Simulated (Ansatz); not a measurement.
```yaml
atoms:
  - { symbol: Hf, position_ang: [-0.4959, -0.0753, -0.2981] }
  - { symbol: F, position_ang: [-0.2699, 0.9254, 1.9150] }
  - { symbol: Cl, position_ang: [1.7144, -0.8619, 0.1179] }
  - { symbol: Cl, position_ang: [-0.7144, 2.1878, -1.0098] }
  - { symbol: Cl, position_ang: [-1.1265, -1.2963, -2.2298] }
  - { symbol: O, position_ang: [-1.8760, -0.7130, 0.9337] }
  - { symbol: H, position_ang: [-2.6173, -1.2978, 0.9442] }
  - { symbol: H, position_ang: [-0.9805, 0.5015, 2.3102] }
```

Core potentials replace the inner electrons of Hf.

These are results of Ansatz 0.2.0, RHF/def2-SVP, not measurements.

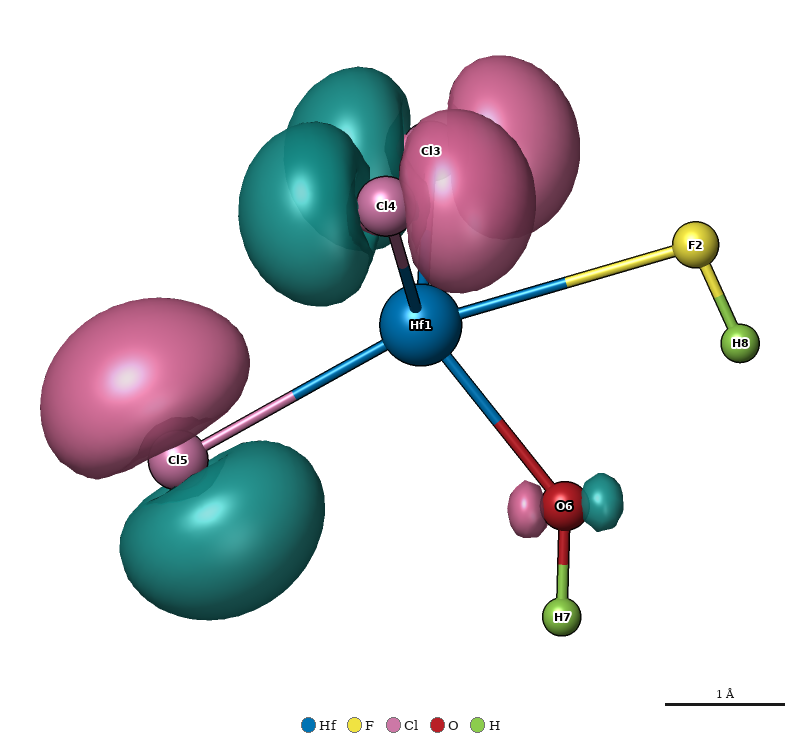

Cl₃FH₂HfO. The HOMO−1 at ±0.15 Å⁻³ᐟ² (teal and pink are the two phases), seen across its widest extent.

Question: What is the character of this orbital?

Answer: By Hirshfeld shares it lies mainly on Cl5 (about 40 %), Cl3 (about 25 %) and Cl4 (about 25 %); largely a combination of lone pairs on Cl5, Cl3 and Cl4. Its energy is −12.47 eV.
